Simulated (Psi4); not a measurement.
Intermolecular potential of C5H5N ··· H3O+ (SMILES c1ccncc1 and [OH3+]) (charge +1), singlet. Monomers: optimised at B3LYP-D3(BJ) (def2-TZVP), held rigid. Orientation: lowest of the rigid-body minima from ten starts at GFN2-xTB. The monomers approach along the line of their centres of mass (distance R); nothing else relaxes.

Method: SAPT0/jun-cc-pVDZ, frozen core in Psi4.

Components in kcal/mol:

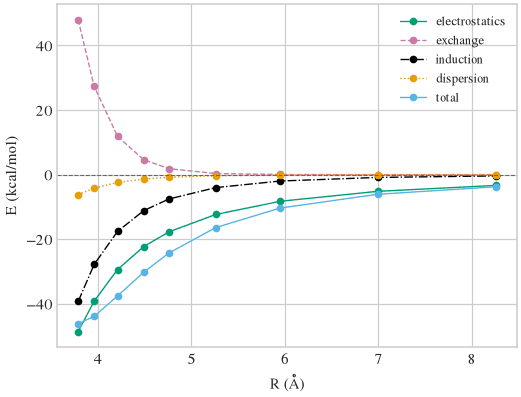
Figure. Components of the interaction energy.

```json
[
 {"R / Å": "3.79", "electrostatics": "-48.63", "exchange": "47.95", "induction": "-39.29", "dispersion": "-6.21", "total": "-46.18"},
 {"R / Å": "3.96", "electrostatics": "-39.25", "exchange": "27.36", "induction": "-27.85", "dispersion": "-4.20", "total": "-43.94"},
 {"R / Å": "4.21", "electrostatics": "-29.42", "exchange": "11.86", "induction": "-17.62", "dispersion": "-2.44", "total": "-37.62"},
 {"R / Å": "4.49", "electrostatics": "-22.32", "exchange": "4.61", "induction": "-11.18", "dispersion": "-1.38", "total": "-30.27"},
 {"R / Å": "4.76", "electrostatics": "-17.75", "exchange": "1.83", "induction": "-7.56", "dispersion": "-0.83", "total": "-24.30"},
 {"R / Å": "5.26", "electrostatics": "-12.36", "exchange": "0.33", "induction": "-4.03", "dispersion": "-0.35", "total": "-16.42"},
 {"R / Å": "5.95", "electrostatics": "-8.27", "exchange": "0.03", "induction": "-1.99", "dispersion": "-0.13", "total": "-10.36"},
 {"R / Å": "6.99", "electrostatics": "-5.19", "exchange": "0.00", "induction": "-0.88", "dispersion": "-0.04", "total": "-6.11"},
 {"R / Å": "8.26", "electrostatics": "-3.35", "exchange": "0.00", "induction": "-0.41", "dispersion": "-0.01", "total": "-3.77"}
]
```
